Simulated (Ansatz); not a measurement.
## Electronic structure of FGeH$_{2}$N in real space

Input

```
crystal:
  periodic: [false, false, false]
  atoms:
    - { symbol: "N", position_ang: [-0.6804, 0.0791, -0.3071] }
    - { symbol: Ge, position_ang: [0.568, -0.1283, 0.9925] }
    - { symbol: F, position_ang: [1.6427, -1.3932, 0.4755] }
    - { symbol: H, position_ang: [0.07833, 0.97058, 1.9378] }
    - { symbol: H, position_ang: [-0.2283, 0.438, -1.1963] }
magnetization:
  spin_polarized: true
basis:
  gaussian: { orbitals: def2-mTZVP }
hamiltonian:
  xc: r2scan
  dispersion: d4
relax:
  f_tol: 0.02
  max_steps: 50
output:
  orbitals: {}
```

Command:

```sh
ansatz run input.yaml --threads 2 --pin off --max-ram 3072MiB --backend cpu --events-out ev --progress --plain --runs-dir out
```

The fields are those of the relaxed geometry.

The calculation used UKS r2SCAN-D4/def2-mTZVP (Ansatz).

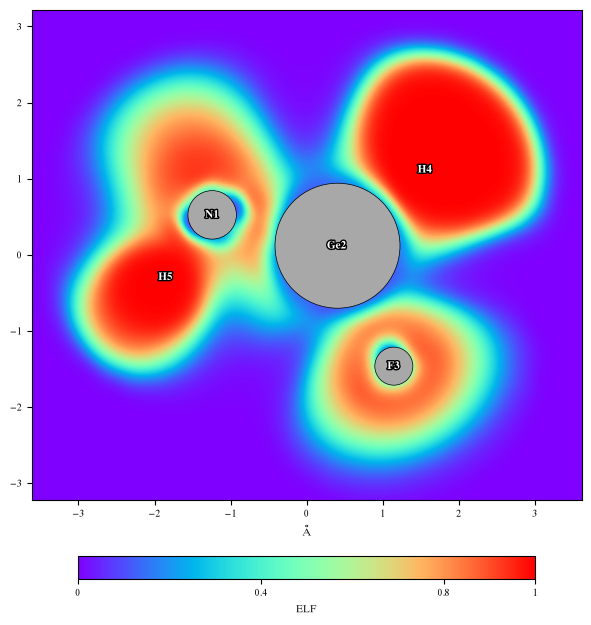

Figure 1. ELF on the molecular plane. Grey discs cover the atomic cores.

Interpret the plot.

Answer. Atoms in the plane: N, Ge, F and H.
Ge–N (1.70 Å): the ELF peaks at about 0.80 in the valence shell of N, 0.6 Å from its nucleus, and is about 0.40 at the midpoint.
Ge–F (1.75 Å): the ELF peaks at about 0.80 in the valence shell of F, 0.5 Å from its nucleus, and is about 0.20 at the midpoint.
N–H (1.02 Å): the ELF climbs to about 1 towards the hydrogen, as it does in any bond to H: a covalent bond by its length.
Ge–H (1.52 Å): the ELF climbs to about 1 towards the hydrogen.
The ELF also peaks beside F3 and N1, away from the bonds: lone-pair regions.

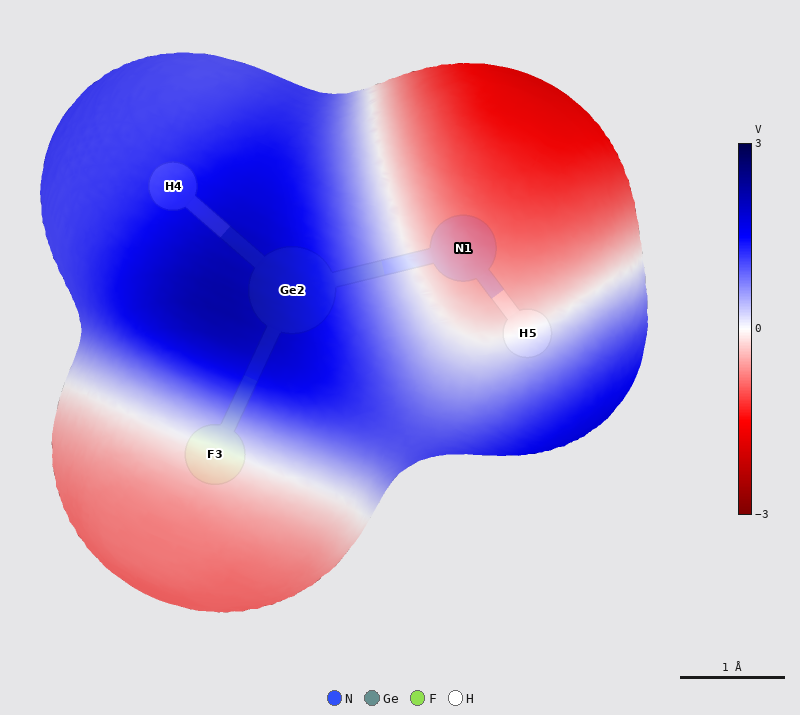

Figure 2. The molecular electrostatic potential painted on the density surface at 0.002 e/bohr³, seen across its widest extent; red is negative and blue positive.

Which sites attract a positive test charge, and which a negative one?

Answer. A positive charge is drawn to the negative regions and a negative charge to the positive ones. The most negative region (about −1.8 V) lies over N1, the most positive (about +2.2 V) over Ge2. N1 is the likeliest acceptor of a hydrogen bond.

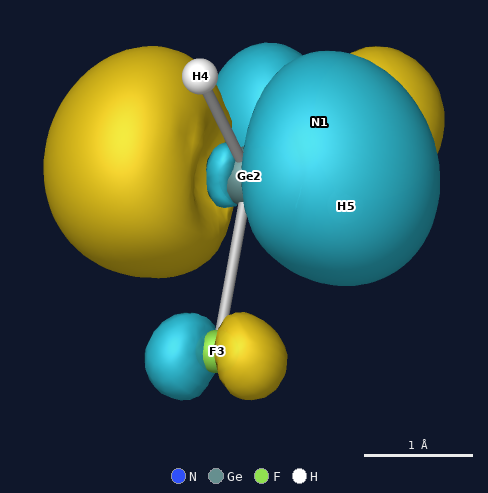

Figure 3. The LUMO at ±0.15 Å⁻³ᐟ² (yellow and cyan are the two phases), seen at an oblique angle.

Describe this orbital and give its energy.

Answer. It lies mainly on Ge2 (about 65 %), N1 (about 25 %) and F3 (about 5 %); it changes sign across the molecular plane (π type); π-antibonding (a node) across N1–Ge2. Its energy is −2.30 eV.
